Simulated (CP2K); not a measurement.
# CH5FSi (SMILES FC[SiH3]) at IPEA1-xTB

Aim: the energy difference between two shapes of CH5FSi at IPEA1-xTB, from 2 runs. 

Program for the calculation: CP2K 2026.2.

2 further runs of the same task are left out: 2 that didn't finish.

## Step 1: Starting point

The species is CH5FSi (8 atoms), meant as a singlet with charge 0. SMILES: `FC[SiH3]`. The shape is that of a GFN2-xTB optimisation.

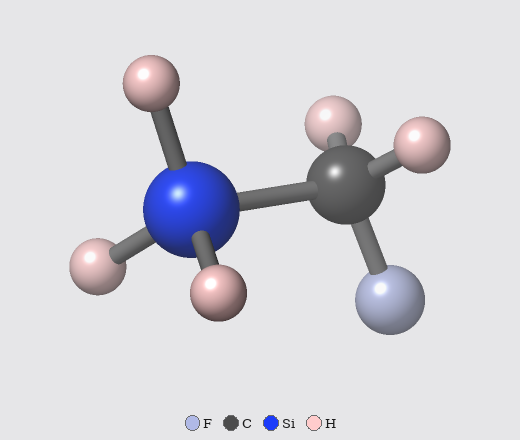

Viewed from a chosen angle; fluorine light blue, carbon dark grey, silicon blue, hydrogen pink.

## Step 2: Energy and forces at IPEA1-xTB

Contents of qs.inp:

```
&GLOBAL
  PROJECT_NAME qs
  RUN_TYPE ENERGY_FORCE
  PRINT_LEVEL MEDIUM
&END GLOBAL

&FORCE_EVAL
  METHOD QS
  &DFT
    ! Quickstep
    &QS
      METHOD XTB
      EPS_DEFAULT 1.0E-10
      &XTB
        GFN_TYPE TBLITE
        &TBLITE
          METHOD IPEA1
        &END TBLITE
        CHECK_ATOMIC_CHARGES F
      &END XTB
    &END QS
    ! no periodic images
    &POISSON
      PERIODIC NONE
      POISSON_SOLVER ANALYTIC
    &END POISSON
    ! SCF settings
    &SCF
      SCF_GUESS ATOMIC
      EPS_SCF 1.0E-06
      MAX_SCF 150
      ADDED_MOS 8
      &DIAGONALIZATION
        ALGORITHM STANDARD
      &END DIAGONALIZATION
      &MIXING
        METHOD DIRECT_P_MIXING
        ALPHA 0.4
      &END MIXING
      &SMEAR ON
        METHOD FERMI_DIRAC
        ELECTRONIC_TEMPERATURE [K] 300
      &END SMEAR
    &END SCF
    ! extra output
    &PRINT
      &MOMENTS
        PERIODIC F
        REFERENCE COM
        MAX_MOMENT 1
      &END MOMENTS
      &MO ON
        ENERGIES T
        OCCUPATION_NUMBERS T
        NDIGITS 6
        &EACH
          QS_SCF 0
        &END EACH
        ADD_LAST NUMERIC
      &END MO
      &HIRSHFELD OFF
      &END HIRSHFELD
    &END PRINT
  &END DFT
  &SUBSYS
    &CELL
      ABC 11.3 10.7 11.4
      PERIODIC NONE
    &END CELL
    &COORD
      F     -0.724120    -0.503790    -1.691210
      C     -0.500560     0.429530    -0.696810
      Si     0.498980    -0.361840     0.735160
      H     -1.486500     0.782340    -0.382590
      H      0.025490     1.261640    -1.172170
      H      0.675720     0.688550     1.738610
      H      1.782520    -0.813090     0.203740
      H     -0.271520    -1.483350     1.265270
    &END COORD
    &TOPOLOGY
      &CENTER_COORDINATES
      &END CENTER_COORDINATES
    &END TOPOLOGY
  &END SUBSYS
  &PRINT
    &FORCES ON
    &END FORCES
  &END PRINT
&END FORCE_EVAL
```

Launch:

```bash
$ OMP_NUM_THREADS=1 cp2k.psmp -i qs.inp -o qs.out
```

Standard output:

```text
CP2K| version string:                                       CP2K version 2026.2
[...]
 GLOBAL| Method name                                                        CP2K
[...]
 GLOBAL| Run type                                                   ENERGY_FORCE
[...]
                             - Atoms:                                          8
[...]
                             - Spherical basis functions:                     29
[...]
 Number of electrons:                                                         20
[...]
  *** SCF run converged in    11 steps ***
[...]
  Fermi energy:                                                -0.26543040519594
[...]
 TB_DIPOLE| Moment [Debye]          0.19845493       1.18744271       1.10089856
 TB_DIPOLE| Derivative [a.u.]       0.00000000       0.00000000       0.00000000
[...]
 ENERGY| Total FORCE_EVAL ( QS ) energy [hartree]            -12.524887525038109
 FORCES| Atomic forces [hartree/bohr]
 FORCES|   Atom     x               y               z               |f|
 FORCES|      1 -3.71646569E-05 -1.06013020E-02 -6.57991652E-03   1.24773509E-02
 FORCES|      2  8.31182608E-03  3.91562253E-04  1.62519617E-02   1.82583140E-02
 FORCES|      3  3.16688189E-03 -5.20169550E-03  2.75264175E-03   6.68309910E-03
 FORCES|      4 -4.53993987E-03  6.21813541E-03 -2.73711196E-03   8.17117151E-03
 FORCES|      5 -2.88387212E-03  6.81467621E-03 -3.65780751E-03   8.25445856E-03
 FORCES|      6 -7.56012983E-04 -1.01996901E-02 -7.89829603E-03   1.29223958E-02
 FORCES|      7 -1.10404367E-02  3.24358044E-03  5.77436981E-03   1.28746030E-02
 FORCES|      8  7.77871834E-03  9.33473321E-03 -3.90584119E-03   1.27632793E-02
 FORCES| Sum    -2.42861287E-17  2.94902991E-17  1.53523028E-16
 FORCES| Total atomic force                                       1.58204974E-16
[...]
```

It took 0.94 s on 1 thread of Intel Xeon 6975P-C (Granite Rapids), shared host; peak memory 0.19 GiB.

## Step 3: The distorted shape at the same level

Contents of mol.inp:

```
&GLOBAL
 PROJECT_NAME mol
 RUN_TYPE ENERGY_FORCE
 PRINT_LEVEL MEDIUM
&END GLOBAL

&FORCE_EVAL
 METHOD QUICKSTEP
 &DFT
  &QS
   METHOD XTB
   EPS_DEFAULT 1.0E-10
   &XTB
    GFN_TYPE TBLITE
    &TBLITE
     METHOD IPEA1
    &END TBLITE
    CHECK_ATOMIC_CHARGES F
   &END XTB
  &END QS
  &POISSON
   PERIODIC NONE
   POISSON_SOLVER ANALYTIC
  &END POISSON
  &SCF
   SCF_GUESS ATOMIC
   EPS_SCF 1.0E-06
   MAX_SCF 150
   ADDED_MOS 8
   &DIAGONALIZATION
    ALGORITHM STANDARD
   &END DIAGONALIZATION
   &MIXING
    METHOD DIRECT_P_MIXING
    ALPHA 0.4
   &END MIXING
   &SMEAR ON
    METHOD FERMI_DIRAC
    ELECTRONIC_TEMPERATURE [K] 300
   &END SMEAR
  &END SCF
  &PRINT
   &MOMENTS
    PERIODIC F
    REFERENCE COM
    MAX_MOMENT 1
   &END MOMENTS
   &MO ON
    ENERGIES T
    OCCUPATION_NUMBERS T
    NDIGITS 6
    &EACH
     QS_SCF 0
    &END EACH
    ADD_LAST NUMERIC
   &END MO
   &HIRSHFELD OFF
   &END HIRSHFELD
  &END PRINT
 &END DFT
 &SUBSYS
  &CELL
   ABC 11.4 10.9 11.5
   PERIODIC NONE
  &END CELL
  &COORD
   F     -0.819738    -0.408307    -1.725959
   C     -0.529304     0.345071    -0.588720
   Si     0.495897    -0.394506     0.681164
   H     -1.614726     0.768888    -0.467522
   H      0.150521     1.278988    -1.106125
   H      0.620232     0.675012     1.795122
   H      1.742385    -0.795202     0.236647
   H     -0.258273    -1.607296     1.290616
  &END COORD
  &TOPOLOGY
   &CENTER_COORDINATES
   &END CENTER_COORDINATES
  &END TOPOLOGY
 &END SUBSYS
 &PRINT
  &FORCES ON
  &END FORCES
 &END PRINT
&END FORCE_EVAL
```

Launch:

```bash
$ OMP_NUM_THREADS=1 cp2k.psmp -i mol.inp > mol.out 2>&1
```

Standard output:

```text
CP2K| version string:                                       CP2K version 2026.2
[...]
 GLOBAL| Method name                                                        CP2K
[...]
 GLOBAL| Run type                                                   ENERGY_FORCE
[...]
                             - Atoms:                                          8
[...]
                             - Spherical basis functions:                     29
[...]
 Number of electrons:                                                         20
[...]
  *** SCF run converged in    11 steps ***
[...]
  Fermi energy:                                                -0.26466776543358
[...]
 TB_DIPOLE| Moment [Debye]          0.24408438       1.18154736       0.92123219
 TB_DIPOLE| Derivative [a.u.]       0.00000000       0.00000000       0.00000000
[...]
 ENERGY| Total FORCE_EVAL ( QS ) energy [hartree]            -12.485255151751575
 FORCES| Atomic forces [hartree/bohr]
 FORCES|   Atom     x               y               z               |f|
 FORCES|      1  1.50723669E-02 -2.08291423E-02 -4.17548371E-03   2.60473430E-02
 FORCES|      2 -4.20428695E-02  9.41106305E-02 -8.32783528E-02   1.32513010E-01
 FORCES|      3 -1.82259857E-02 -2.05072565E-02  8.62382526E-02   9.04973498E-02
 FORCES|      4  5.08559470E-02 -1.14156980E-03  1.62423277E-02   5.33989113E-02
 FORCES|      5 -4.51268315E-02 -4.87204659E-02  3.71625969E-02   7.60997591E-02
 FORCES|      6 -2.64313148E-03 -2.69336025E-02 -2.84138061E-02   3.92396415E-02
 FORCES|      7  2.15044486E-02 -6.38934713E-03 -9.37254390E-03   2.43127466E-02
 FORCES|      8  2.06060557E-02  3.04107537E-02 -1.44029907E-02   3.94571870E-02
 FORCES| Sum     1.38777878E-16 -6.24500451E-17 -2.42861287E-16
 FORCES| Total atomic force                                       2.86602359E-16
[...]
```

Run time: 0.9 s. Hardware: 1 thread of Intel Xeon 6975P-C (Granite Rapids), shared host; peak memory 0.19 GiB.

## Step 4: Outcome

Level: IPEA1-xTB.

| quantity | value |
| --- | --- |
| first shape: total energy | -12.52489 Eh |
| first shape: dipole moment (from atomic charges alone) | 1.63 D |
| first shape: HOMO energy | -12.29 eV |
| first shape: LUMO energy | -6.33 eV |
| first shape: HOMO–LUMO gap | 5.97 eV |
| first shape: largest force on an atom | 0.939 eV/Å |
| distorted shape: total energy | -12.48526 Eh |
| distorted shape: dipole moment (from atomic charges alone) | 1.52 D |
| distorted shape: HOMO energy | -12.61 eV |
| distorted shape: LUMO energy | -6.31 eV |
| distorted shape: HOMO–LUMO gap | 6.31 eV |
| distorted shape: largest force on an atom | 6.814 eV/Å |
| energy change with the atoms displaced | 1.078 eV |

**Reading.** With the atoms displaced the energy rises by 1.08 eV (104 kJ/mol). The first shape isn't relaxed at this level, so the change isn't measured from a minimum. The largest force (first shape) is 0.94 eV/Å: the shape isn't a stationary point for this species at this level. The dipole (first shape) comes from point charges on the atoms alone, without atomic dipoles, so it is partial. The dipole (distorted shape) comes from point charges on the atoms alone, without atomic dipoles, so it is partial.
